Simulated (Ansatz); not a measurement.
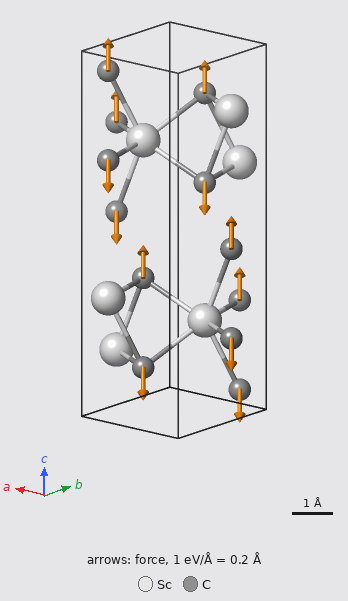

Starting geometry of crystalline ScC2 (built on the 2H molybdenite_194 type) (coarse preliminary run) with the computed forces as orange arrows. A ball-and-stick model of the cell of the calculation, seen from a free direction.

Case: 2H molybdenite type (P6_3/mmc, No. 194).

These are results of Ansatz 0.2.0, DFT PBE, scalar-relativistic, plane waves, PAW, not measurements. Set-up: plane-wave cutoff 420 eV; k-point mesh 6 × 6 × 2; occupations gaussian; smearing width 0.1 eV; no spin polarisation; cell and atoms relaxed; force threshold 0.04 eV/Å; at most 70 steps.

Q: Is this structure relaxed? If not, where do the atoms go?

A: It isn't relaxed: the largest force vector, on C atoms, is 4.74 eV/Å. The atoms end up moving mostly along the starting forces (cosine between the two patterns 1.00). The largest moves relative to the cell, 0.88 Å, are those of C atoms. Sc stays in place. The drawn cell changes as follows: a = b 2.678 → 2.712 Å (+1.3 %), c 10.418 → 8.552 Å (−17.9 %); the volume changes by −15.8 %. Among the contacts that change: C–Sc 3.933 → 2.351 Å, C–C 3.074 → 1.623 Å, C–Sc 2.005 → 2.481 Å, Sc–Sc 2.678 → 2.712 Å. New bonds form: C–C (3.07 → 1.62 Å), C–Sc (3.93 → 2.35 Å). Among the angles between lasting bonds that change: C–Sc–C 79.1° → 101.7°, C–Sc–C 83.8° → 66.3°, Sc–C–Sc 83.8° → 66.3°. The space group stays P6_3/mmc (No. 194). After 12 accepted moves (13 points after the start) the energy has fallen by 3112 meV per atom. Largest force component: 4.7 eV/Å at the start, 0.00098 eV/Å at the end. The pressure goes from 65.49 to −0.14 GPa. At 1 point the geometry stayed and the basis and grid were re-selected for the new cell (energy shift of 1.2 meV per atom at most each time). Cost: 20 s on 1 thread of Arm Neoverse V2 (shared host), peak memory 0.33 GiB.

Limits of the set-up: the k-point mesh is coarse for a cell with partly filled bands.
